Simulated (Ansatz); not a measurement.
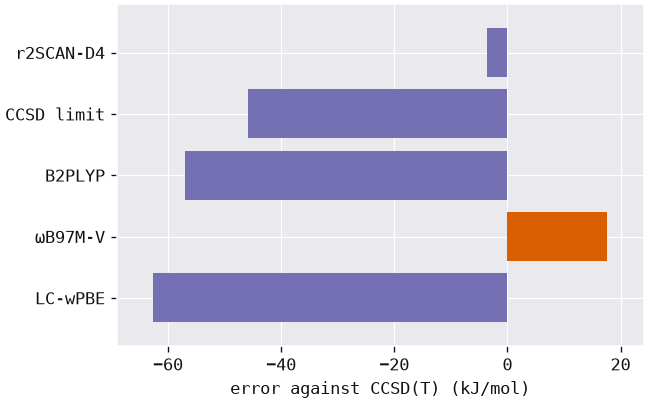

Error in the electronic atomisation energy (method less reference, so positive means overbinding) of SiPH₅SO, SMILES O[SiH2]PS: functionals in def2-TZVPP against frozen-core CCSD(T) at the limit (MP2 extrapolated from triple and quadruple zeta, plus CCSD(T) less MP2 in a smaller set), which gives 2797.0 kJ/mol, at a PBE0-D4/def2-TZVP geometry (a minimum by its frequencies), no zero-point or spin-orbit term, the Ansatz code. The reference leaves out core correlation, a term that grows with the number of heavy atoms. B2PLYP holds a correlation term that converges slowly with the basis, so part of the distance to the limit is basis error. No dispersion term is added to B2PLYP and LC-wPBE. Limit means the basis limit.

**What range do the values span?**

From −62.7 kJ/mol (LC-wPBE) to 17.7 kJ/mol (ωB97M-V).

**Which of these levels overbind, and which underbind?**

Overbind: none clearly. Underbind: CCSD limit, B2PLYP and LC-wPBE. Within 20 kJ/mol of zero, too close to call in view of what the reference leaves out: r2SCAN-D4 and ωB97M-V.

Caveats, for all or some of the runs: one conformer of a flexible molecule.
